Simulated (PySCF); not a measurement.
# C₃H₈O₂Si (SMILES CCC(=O)O[SiH3]): what the fields show

Input

```
{"job": {"kind": "nmr", "xc": "PBE0", "basis": "pcSseg-1", "pop": false}, "charge": 0, "multiplicity": 1}
C     -2.122357     0.391842     0.837845
C     -0.887239    -0.283722     0.278395
C     -0.113345     0.585383    -0.681555
O     -0.429194     1.688996    -1.012470
O      0.978809    -0.024328    -1.204936
Si     2.483810    -0.463237    -0.614200
H     -1.857364     1.308607     1.383811
H     -2.808478     0.683236     0.030012
H     -2.658703    -0.278167     1.524897
H     -1.135276    -1.213514    -0.261902
H     -0.196774    -0.599379     1.080629
H      2.330585    -1.253406     0.645336
H      3.300893     0.751430    -0.334591
H      3.114634    -1.293742    -1.671270
```

Command:

```sh
OMP_NUM_THREADS=1 python ens_run.py task.json out
```

Geometry: PBE0-D3(BJ)/def2-SVP.

Theory: PBE0/pcSseg-1, SCF density, gas phase, non-relativistic in PySCF 2.14.0.

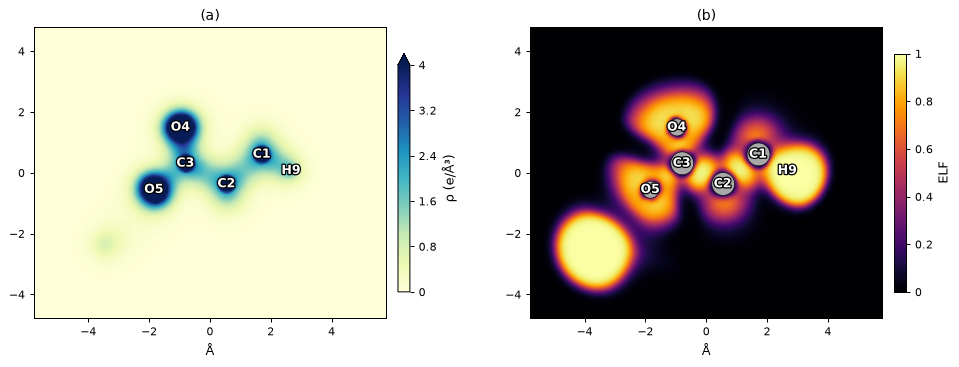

Figure 1. (a) total electron density; (b) electron localisation function on the plane of atoms C1, C2 and C3. Grey discs cover the atomic cores in the ELF map.

Q: What do the fields say about this system?

A: The section cuts through C, O and H sites.
C–O (1.19 Å): the density is about 3.4 e/Å³ at the midpoint; the ELF peaks at about 0.85 between the atoms: a short, multiple covalent bond.
C–C (1.51 Å): the density is about 1.7 e/Å³ at the midpoint; the ELF peaks at about 0.95 between the atoms, as expected for localised, covalent bonding.
C–H (1.10 Å): ρ is about 1.9 e/Å³ halfway; the ELF climbs to about 1 towards the hydrogen, as it does in any bond to H: an ordinary covalent bond to hydrogen.
C–O (1.36 Å): ρ is about 2.3 e/Å³ halfway, with its minimum of 2 e/Å³ about 0.5 Å from C; the ELF peaks at about 0.85 between the atoms (a polar covalent bond).
The ELF also peaks beside O5 and O4, away from the bonds: lone-pair regions.

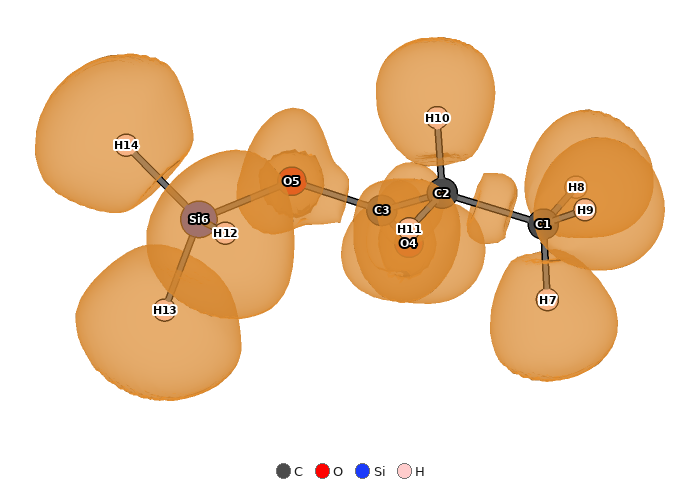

Figure 2. Isosurface of the electron localisation function at 0.75 (orange), seen from one side. Only the valence region is drawn (cores and ρ < 0.01 e/Å³ removed).

Q: What do the ELF domains correspond to?

A: At this value the surface marks out two regions between bonded C–C atoms (shared pairs), eight regions around hydrogen nuclei and two regions on O in which the atom's valence shell and bonds are merged.

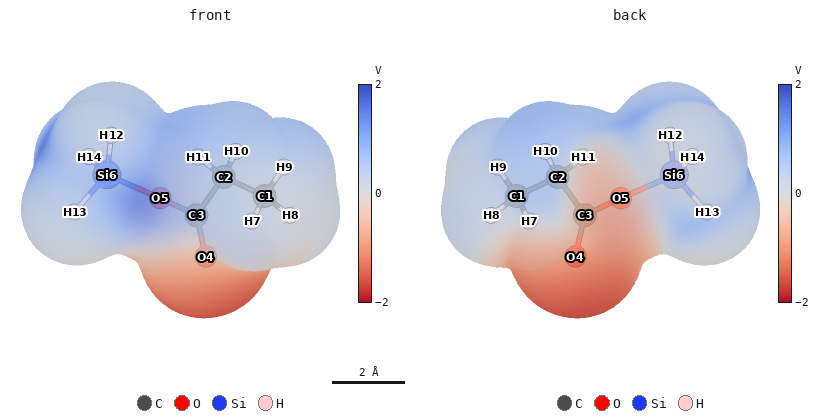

Figure 3. The electrostatic potential painted on the density surface at 0.001 e/bohr³, seen from the front and from behind; red is negative and blue positive.

Q: Which sites attract a positive test charge, and which a negative one?

A: A positive charge is drawn to the negative regions and a negative charge to the positive ones. The most negative region (about −1.6 V) lies over O4, the most positive (about +1.4 V) over Si6. O4 is the likeliest acceptor of a hydrogen bond.
